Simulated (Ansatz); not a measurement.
# CH8Si2Te: rotation by 120° about the C2–Si3 bond, part 2 of 2

How high is the barrier for the rotation by 120° about the C2–Si3 bond? Relax the two ends, then run a nudged elastic band between them. SMILES of the start: [SiH3]C([SiH3])[TeH].

Ansatz 0.2.0; RKS r2SCAN-D4/def2-SVP.

### 7 Images and barrier

The 7 inner images lie between the fixed ends 0 and 8. Energy is taken from image 0, and the path length is the program's own coordinate along the band.

| image | path (Å) | energy (eV) | dihedral Te4–C2–Si3–H11 (°) | band force (eV/Å) |
| --- | --- | --- | --- | --- |
| 0 | 0.000 | 0.0000 | -60 | - |
| 1 | 0.629 | 0.0123 | -49 | 0.012 |
| 2 | 1.258 | 0.0488 | -33 | 0.018 |
| 3 | 1.888 | 0.0944 | -16 | 0.019 |
| 4* | 2.518 | 0.1148 | 2 | 0.005 |
| 5 | 3.091 | 0.0977 | 18 | 0.012 |
| 6 | 3.665 | 0.0559 | 33 | 0.024 |
| 7 | 4.238 | 0.0152 | 48 | 0.017 |
| 8 | 4.811 | 0.0000 | 60 | - |

The star marks the climbing image.

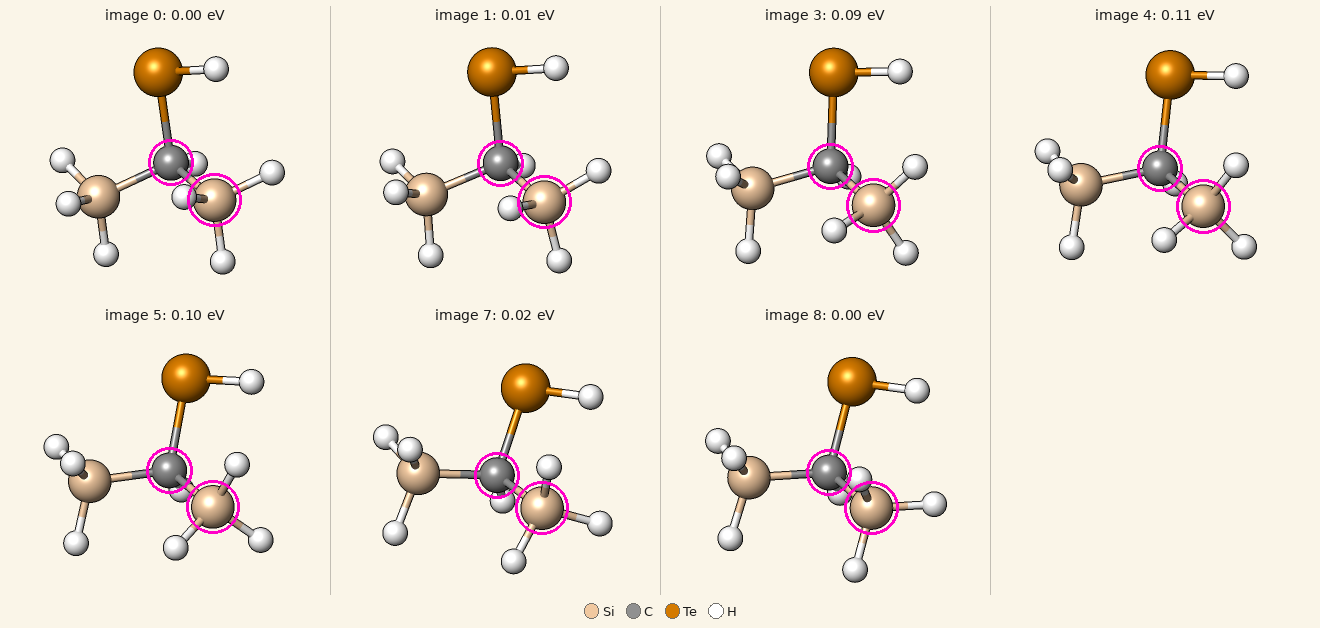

Snapshots along the band, viewed from a chosen angle. Ringed: C2, Si3. Sticks join atoms closer than a bonding distance in each image.

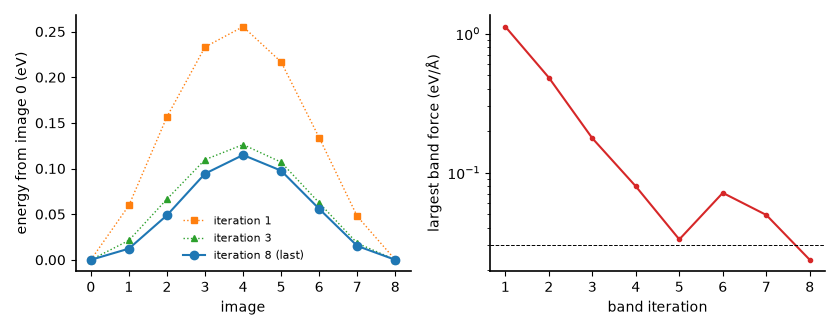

Left: energy of each image for early iterations and the last one (lines only join the points; early values far above the last band run off the scale). Right: the largest band force by iteration, with the threshold dashed.

The top of the band by iteration:

| iteration | highest image above image 0 (eV) | largest band force (eV/Å) |
| --- | --- | --- |
| 1 | 0.2554 | 1.120 |
| 2 | 0.1411 | 0.482 |
| 3 | 0.1262 | 0.177 |
| 4 | 0.1160 | 0.080 |
| 5 | 0.1155 | 0.033 |
| 6 | 0.1151 | 0.072 |
| 7 | 0.1149 | 0.050 |
| 8 | 0.1148 | 0.024 |

The band as a trajectory file:

```xyz
12
image=0 dE=0.0000
Si   -0.932    1.370   -0.643
C    -0.519   -0.323    0.088
Si    1.142   -0.352    0.983
Te   -0.556   -1.801   -1.532
H    -2.141    1.283   -1.518
H    -1.214    2.331    0.468
H     0.218    1.871   -1.452
H    -1.313   -0.610    0.799
H     2.241   -0.030    0.027
H     1.134    0.663    2.083
H     1.387   -1.701    1.576
H     0.630   -2.757   -0.845
12
image=1 dE=0.0123
Si   -0.870    1.356   -0.737
C    -0.516   -0.310    0.086
Si    1.127   -0.310    1.014
Te   -0.560   -1.860   -1.466
H    -2.156    1.304   -1.496
H    -0.974    2.418    0.311
H     0.236    1.696   -1.679
H    -1.333   -0.543    0.791
H     2.207    0.236    0.140
H     0.999    0.555    2.229
H     1.499   -1.690    1.448
H     0.416   -2.908   -0.607
12
image=2 dE=0.0488
Si   -0.802    1.327   -0.837
C    -0.525   -0.290    0.106
Si    1.124   -0.271    1.033
Te   -0.667   -1.939   -1.333
H    -2.109    1.296   -1.564
H    -0.814    2.472    0.126
H     0.297    1.522   -1.825
H    -1.346   -0.430    0.830
H     2.137    0.511    0.262
H     0.918    0.389    2.360
H     1.652   -1.648    1.263
H     0.212   -2.995   -0.387
12
image=3 dE=0.0944
Si   -0.741    1.290   -0.939
C    -0.537   -0.254    0.134
Si    1.128   -0.242    1.045
Te   -0.839   -2.007   -1.150
H    -2.039    1.249   -1.680
H    -0.721    2.506   -0.069
H     0.377    1.369   -1.924
H    -1.348   -0.278    0.882
H     2.057    0.740    0.408
H     0.896    0.179    2.461
H     1.787   -1.581    1.046
H     0.058   -3.027   -0.181
12
image=4 dE=0.1148
Si   -0.683    1.245   -1.043
C    -0.547   -0.206    0.162
Si    1.130   -0.220    1.054
Te   -1.006   -2.047   -0.940
H    -1.970    1.178   -1.803
H    -0.644    2.526   -0.274
H     0.453    1.212   -2.009
H    -1.341   -0.102    0.922
H     1.974    0.920    0.578
H     0.905   -0.052    2.522
H     1.884   -1.485    0.822
H    -0.079   -3.024    0.045
12
image=5 dE=0.0977
Si   -0.629    1.194   -1.138
C    -0.560   -0.155    0.183
Si    1.123   -0.202    1.059
Te   -1.140   -2.061   -0.735
H    -1.907    1.110   -1.912
H    -0.560    2.529   -0.467
H     0.520    1.052   -2.078
H    -1.332    0.063    0.941
H     1.890    1.047    0.751
H     0.916   -0.272    2.537
H     1.940   -1.370    0.624
H    -0.184   -2.990    0.269
12
image=6 dE=0.0559
Si   -0.577    1.134   -1.230
C    -0.571   -0.097    0.202
Si    1.110   -0.186    1.065
Te   -1.263   -2.046   -0.524
H    -1.845    1.027   -2.017
H    -0.476    2.517   -0.670
H     0.582    0.880   -2.135
H    -1.316    0.234    0.946
H     1.805    1.135    0.946
H     0.923   -0.494    2.515
H     1.974   -1.233    0.448
H    -0.269   -2.926    0.489
12
image=7 dE=0.0152
Si   -0.530    1.065   -1.319
C    -0.577   -0.035    0.216
Si    1.100   -0.167    1.072
Te   -1.354   -2.008   -0.339
H    -1.796    0.935   -2.104
H    -0.380    2.489   -0.885
H     0.624    0.688   -2.187
H    -1.298    0.394    0.935
H     1.725    1.191    1.160
H     0.929   -0.707    2.454
H     2.005   -1.067    0.301
H    -0.371   -2.834    0.730
12
image=8 dE=0.0000
Si   -0.649    1.139   -1.202
C    -0.565   -0.113    0.212
Si    1.123   -0.161    1.051
Te   -1.095   -2.087   -0.584
H    -1.924    0.980   -1.966
H    -0.599    2.523   -0.639
H     0.502    0.938   -2.130
H    -1.333    0.144    0.964
H     1.455    1.196    1.588
H     1.110   -1.135    2.184
H     2.168   -0.568    0.066
H    -0.115   -2.912    0.489
```

### 8 Vibrations at the top

The geometry is the highest inner image of the first converged band.

Input file input.yaml:

```yaml
crystal:
  periodic: [false, false, false]
  atoms:
    - { symbol: Si, position_ang: [-0.683047, 1.244508, -1.043467] }
    - { symbol: C, position_ang: [-0.547208, -0.205611, 0.161914] }
    - { symbol: Si, position_ang: [1.130253, -0.219676, 1.054142] }
    - { symbol: Te, position_ang: [-1.006303, -2.047292, -0.939879] }
    - { symbol: H, position_ang: [-1.969835, 1.178091, -1.803276] }
    - { symbol: H, position_ang: [-0.643841, 2.52618, -0.273798] }
    - { symbol: H, position_ang: [0.453128, 1.212478, -2.009238] }
    - { symbol: H, position_ang: [-1.340521, -0.102264, 0.921637] }
    - { symbol: H, position_ang: [1.974164, 0.920238, 0.577689] }
    - { symbol: H, position_ang: [0.905037, -0.05219, 2.521854] }
    - { symbol: H, position_ang: [1.884318, -1.485284, 0.821509] }
    - { symbol: H, position_ang: [-0.079147, -3.024377, 0.045015] }
basis:
  gaussian: { orbitals: def2-SVP }
hamiltonian:
  xc: r2scan
  dispersion: d4
phonons: {}
```

Command:

```bash
ansatz run input.yaml --threads 2 --pin off --max-ram 3072MiB --backend cpu --events-out ev --progress --plain --runs-dir out
```

Standard output (excerpt; [...] marks lines left out):

```text
Warning: RAYON_NUM_THREADS=2 ignored (pool sized by the plan → 2); use --threads N
[...]
Functional definition: r2SCAN
[...]
1334 factors; their error is unknown
[...]
mean field -24210.08223169 eV, -889.7041118314 hartree, gradient 3.1e-5 eV, S^2 0.000000; 0 other end points of the search recorded, 0 dependent functions left out
[...]
reference -24210.08224315 eV, -889.7041122528 hartree; 33, 33 occupied and 83, 83 virtual orbitals, 1334 factors
[...]
1334 factors; their error is unknown
mean field -24210.08212949 eV, -889.7041080756 hartree, gradient 1.2e-6 eV, S^2 0.000000; 0 other end points of the search recorded, 0 dependent functions left out
[...]
reference -24210.08214095 eV, -889.7041084970 hartree; 33, 33 occupied and 83, 83 virtual orbitals, 1334 factors
[...]
1334 factors; their error is unknown
mean field -24210.08214316 eV, -889.7041085781 hartree, gradient 1.6e-6 eV, S^2 0.000000; 0 other end points of the search recorded, 0 dependent functions left out
[...]
WARN: phonons: modes at or below zero, which the zero-point energy, F, S and C_V leave out: 1, the lowest at -151.70 cm⁻¹. A minimum has none, and a first-order saddle one
[...]
Atom 4 at    -1.969835     1.178091    -1.803276 Å, force    -0.000163    -0.000563     0.001349 eV/Å
Atom 5 at    -0.643841     2.526180    -0.273798 Å, force     0.000350    -0.000246    -0.000118 eV/Å
Atom 6 at     0.453128     1.212478    -2.009238 Å, force    -0.000324    -0.000204    -0.000072 eV/Å
Atom 7 at    -1.340521    -0.102264     0.921637 Å, force    -0.001812     0.002119    -0.002272 eV/Å
Atom 8 at     1.974164     0.920238     0.577689 Å, force     0.001284     0.000441    -0.000120 eV/Å
Atom 9 at     0.905037    -0.052190     2.521854 Å, force     0.000353    -0.000621     0.000712 eV/Å
Atom 10 at     1.884318    -1.485284     0.821509 Å, force     0.000087    -0.000656     0.000160 eV/Å
Atom 11 at    -0.079147    -3.024377     0.045015 Å, force    -0.000504     0.000309     0.000743 eV/Å
Dipole moment:    -0.019306     0.013353     0.137811 e Å
Vibrations: -151.70 88.43 129.83 161.07 184.84 206.74 398.21 584.77 595.17 614.60 661.71 714.78 777.76 823.64 910.85 931.95 938.46 941.85 946.30 949.74 1031.03 1062.25 2114.03 2206.98 2210.99 2216.92 2220.69 2234.02 2239.69 3085.43 cm⁻¹, zero-point energy 1.995074 eV
```

Run time: 61 s. Hardware: 2 threads of AMD EPYC 9R45 (Zen 5), shared host; peak memory 0.21 GiB.

Of 30 modes, 1 is imaginary by more than 30 cm⁻¹ (152i cm⁻¹).

### 9 The band again, with other settings

crystal.atoms is end A as relaxed above, and neb.final_atoms is end B, turned to lie on A. With 3 inner images the band has 5 in all.

Input file input.yaml:

```yaml
crystal:
  periodic: [false, false, false]
  atoms:
    - { symbol: Si, position_ang: [-0.931549, 1.370463, -0.642848] }
    - { symbol: C, position_ang: [-0.518567, -0.322718, 0.087688] }
    - { symbol: Si, position_ang: [1.141533, -0.351597, 0.982902] }
    - { symbol: Te, position_ang: [-0.555999, -1.801276, -1.531941] }
    - { symbol: H, position_ang: [-2.140684, 1.282501, -1.518118] }
    - { symbol: H, position_ang: [-1.213954, 2.331158, 0.467651] }
    - { symbol: H, position_ang: [0.217786, 1.870719, -1.452063] }
    - { symbol: H, position_ang: [-1.312809, -0.609794, 0.798963] }
    - { symbol: H, position_ang: [2.240603, -0.029846, 0.026772] }
    - { symbol: H, position_ang: [1.134068, 0.662989, 2.083338] }
    - { symbol: H, position_ang: [1.386693, -1.70091, 1.576386] }
    - { symbol: H, position_ang: [0.629878, -2.756888, -0.844629] }
basis:
  gaussian: { orbitals: def2-SVP }
hamiltonian:
  xc: r2scan
  dispersion: d4
neb:
  order_check: false
  images: 3
  f_tol: 0.03
  max_iterations: 60
  initial_path: idpp
  climbing: false
  final_atoms:
    - { symbol: Si, position_ang: [-0.8326519, 1.33980368, -0.81972198] }
    - { symbol: C, position_ang: [-0.53935877, -0.24964522, 0.15929614] }
    - { symbol: Si, position_ang: [1.1587393, -0.30527508, 0.9782746] }
    - { symbol: Te, position_ang: [-0.80454723, -1.95303966, -1.19688713] }
    - { symbol: H, position_ang: [-2.09062395, 1.23607651, -1.62153837] }
    - { symbol: H, position_ang: [-0.96411558, 2.48730534, 0.12985377] }
    - { symbol: H, position_ang: [0.31237317, 1.58840266, -1.74352459] }
    - { symbol: H, position_ang: [-1.31690523, -0.33898339, 0.93873929] }
    - { symbol: H, position_ang: [1.30870017, 0.86410855, 1.90071276] }
    - { symbol: H, position_ang: [1.3110017, -1.56339698, 1.77057866] }
    - { symbol: H, position_ang: [2.22672788, -0.24929881, -0.06253307] }
    - { symbol: H, position_ang: [0.30765944, -2.91125659, -0.39914909] }
```

Command:

```bash
ansatz run input.yaml --threads 2 --pin off --max-ram 3072MiB --backend cpu --events-out ev --progress --plain --runs-dir out
```

Standard output (excerpt; [...] marks lines left out):

```text
Warning: RAYON_NUM_THREADS=2 ignored (pool sized by the plan → 2); use --threads N
[...]
[... 1 set-up line as earlier in the session ...]
[...]
1334 factors; their error is unknown
[...]
mean field -24210.19659408 eV, -889.7083145718 hartree, gradient 3.8e-5 eV, S^2 0.000000; 0 other end points of the search recorded, 0 dependent functions left out
[...]
reference -24210.19660550 eV, -889.7083149916 hartree; 33, 33 occupied and 83, 83 virtual orbitals, 1334 factors
1334 factors; their error is unknown
[...]
mean field -24210.19655283 eV, -889.7083130559 hartree, gradient 3.7e-5 eV, S^2 0.000000; 0 other end points of the search recorded, 0 dependent functions left out
[...]
reference -24210.19656422 eV, -889.7083134745 hartree; 33, 33 occupied and 83, 83 virtual orbitals, 1334 factors
NEB end point (image 0): max|allowed force component| = 4.627e-3 eV/Å (the criterion of neb.relax_end_points is 1.000e-2)
[...]
Atom 2 at     1.132492    -0.220904     1.055280 Å, force    -0.012508     0.000159    -0.005476 eV/Å
Atom 3 at    -0.996205    -2.042649    -0.954292 Å, force     0.004647    -0.002455    -0.004537 eV/Å
Atom 4 at    -1.969820     1.165081    -1.806290 Å, force    -0.001607     0.001608     0.002060 eV/Å
Atom 5 at    -0.677663     2.526357    -0.261186 Å, force     0.006474    -0.001768     0.001791 eV/Å
Atom 6 at     0.453621     1.235657    -1.993007 Å, force    -0.002224    -0.000142     0.000552 eV/Å
Atom 7 at    -1.338993    -0.112758     0.922730 Å, force    -0.005514    -0.004265     0.000410 eV/Å
Atom 8 at     1.991762     0.895122     0.551566 Å, force     0.003261     0.000832    -0.003593 eV/Å
Atom 9 at     0.908031    -0.014501     2.518046 Å, force    -0.000117     0.004821     0.002661 eV/Å
Atom 10 at     1.869690    -1.501946     0.856185 Å, force     0.001222    -0.004394     0.002682 eV/Å
Atom 11 at    -0.060555    -3.023938     0.018281 Å, force    -0.000927     0.001351     0.001309 eV/Å
Dipole moment:    -0.018649     0.011662     0.138425 e Å
this run last wrote the band of iteration 7 to <dir>
```

Run time: 37 s. Hardware: 2 threads of AMD EPYC 9R45 (Zen 5), shared host; peak memory 0.21 GiB.

### 10 The band, image by image

The 3 inner images lie between the fixed ends 0 and 4. Energy is taken from image 0, and the path length is the program's own coordinate along the band.

| image | path (Å) | energy (eV) | dihedral Te4–C2–Si3–H11 (°) | band force (eV/Å) |
| --- | --- | --- | --- | --- |
| 0 | 0.000 | 0.0000 | -60 | - |
| 1 | 1.172 | 0.0512 | -33 | 0.022 |
| 2 | 2.342 | 0.1147 | -1 | 0.012 |
| 3 | 3.513 | 0.0602 | 32 | 0.023 |
| 4 | 4.684 | 0.0000 | 60 | - |

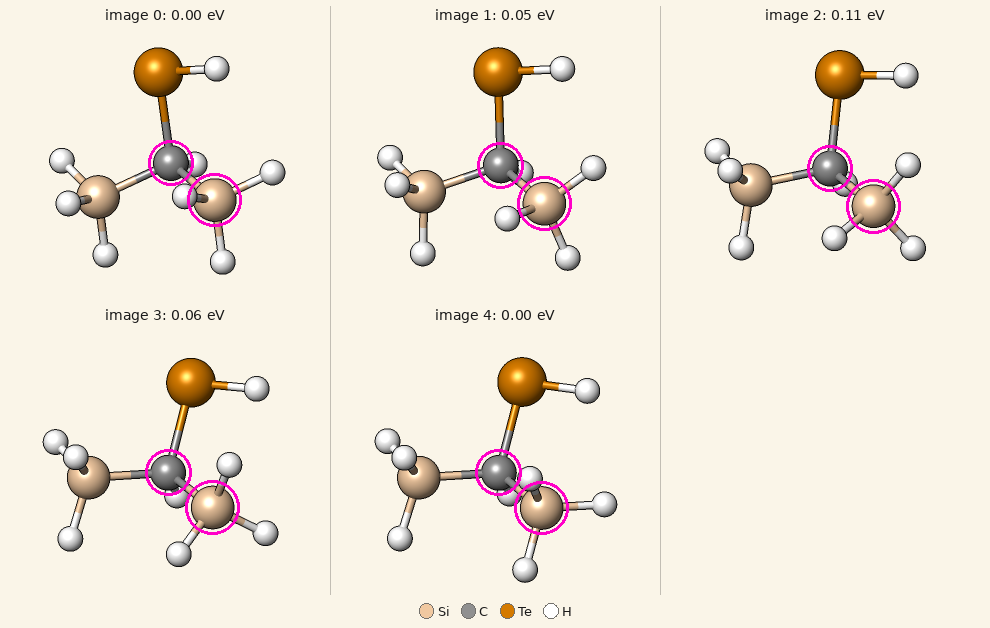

Snapshots along the band, viewed from a chosen angle. Ringed: C2, Si3. Sticks join atoms closer than a bonding distance in each image.

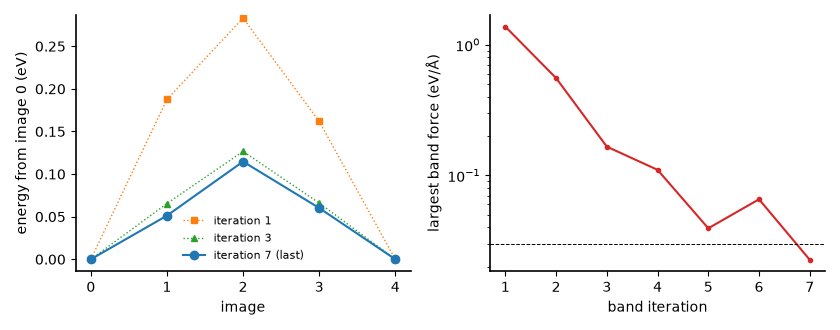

Left: energy of each image for early iterations and the last one (lines only join the points; early values far above the last band run off the scale). Right: the largest band force by iteration, with the threshold dashed.

### 11 Outcome

What follows sums up all 2 parts.

| quantity | value |
| --- | --- |
| end A | 15 moves, 0.270 eV lower |
| end B | 16 moves, 0.274 eV lower |
| first band: barrier forwards | 0.11 eV |
| first band: barrier backwards | 0.11 eV |
| first band: second end relative to first | 0.000 eV |
| first band: highest image | 4 of 0 to 8, climbing |
| first band: band iterations | 8 |
| imaginary modes at the top | 152i cm⁻¹ |
| second band | top 0.115 eV above image 0, 7 iterations, 3 inner images, none climbing |
| time, first and second band | 92 s and 37 s |

**Reading.** In the first band: the top lies 0.11 eV above the first end, or 4 kT at room temperature, which at an assumed attempt frequency of 10^13 s⁻¹ means a rate near 10^11 s⁻¹. The two ends lie within 1 meV of each other. The listed dihedral goes from -60° at end A through 2° at the highest image to 60° at end B. One imaginary mode, as a first-order saddle point has. The second band's top agrees with the first's to 1 meV, so the changed settings hardly move the height. These are electronic energies, with no zero-point or thermal terms.
